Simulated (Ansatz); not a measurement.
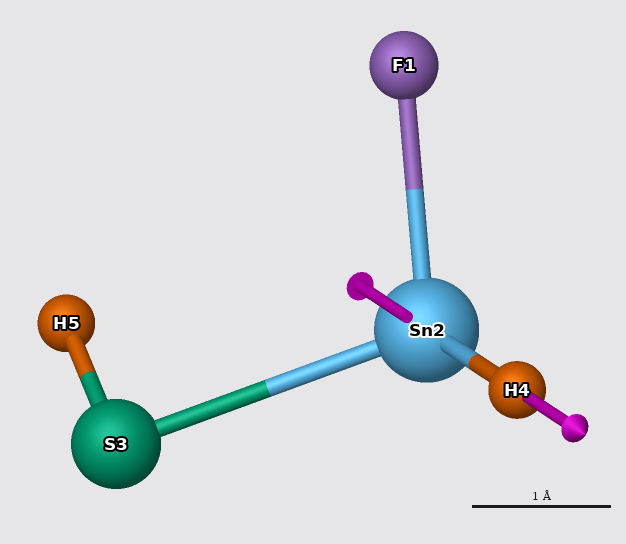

Arrows show the forces on the atoms, 0.5 Å of arrow for 1 eV/Å; forces under a tenth of the largest aren't drawn. State: neutral, doublet. Level of theory: PBE0-D4/def2-TZVP (Ansatz 0.2.0).

Q: Along which bond is the force strongest?

A: Sn2–H4, now 1.606 Å: the forces push its atoms apart, so a first step downhill lengthens it.

List the force components in the frame of the picture (x right, y up, z towards the viewer), in eV/Å.

```json
{"atom": "F1", "Fx": "0.00", "Fy": "0.00", "Fz": "0.00"}
{"atom": "Sn2", "Fx": "−0.84", "Fy": "0.55", "Fz": "−1.78"}
{"atom": "S3", "Fx": "0.00", "Fy": "0.00", "Fz": "0.00"}
{"atom": "H4", "Fx": "0.84", "Fy": "−0.55", "Fz": "1.78"}
{"atom": "H5", "Fx": "0.00", "Fy": "0.00", "Fz": "0.00"}
```
